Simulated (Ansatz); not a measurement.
Species, as SMILES: [F][Ga] (F-Ga) (closed-shell singlet).
Geometry (B3LYP-D3(BJ)/def2-TZVP, fixed):
```xyz
2

Ga     0.0000     0.0000    -0.4051
F      0.0000     0.0000     1.3954
```

Basis-set convergence of the dipole moment at MP2 with Ansatz (a first-principles code). Dipoles come from the density behind the forces; the sign is taken along the dipole that this method gives in the largest set. The reference of a correlated method is not its basis-set limit, which lies further on. Cartesian d functions, on some or all atoms, in 3-21G; all else is spherical. Cores are frozen (with 3d on Ga to Br). No added dispersion term, no relativity. Reference: the value in aug-pcseg-3, 2.311 D, itself unsure by roughly 0.006 D (its mean distance from aug-cc-pVQZ, def2-QZVPPD). Deviations are taken from unrounded values.

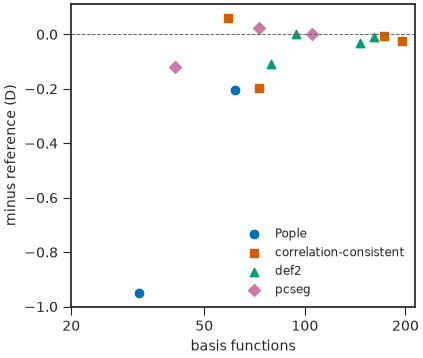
Fig. 1. Deviation from the reference against the number of basis functions, by family of sets.

```csv
basis,functions,dipole moment (D),minus reference (D)
3-21G,32,1.361,-0.950
pcseg-1,41,2.191,-0.120
aug-cc-pVDZ,59,2.372,0.061
6-311G**,62,2.106,-0.205
cc-pVTZ,73,2.116,-0.195
pcseg-2,73,2.336,0.025
def2-TZVPP,79,2.204,-0.107
def2-TZVPPD,94,2.314,0.003
aug-pcseg-2,105,2.311,0.000
def2-QZVPP,146,2.279,-0.032
def2-QZVPPD,161,2.303,-0.008
aug-cc-pVQZ,173,2.306,-0.005
cc-pV5Z,195,2.286,-0.025
```
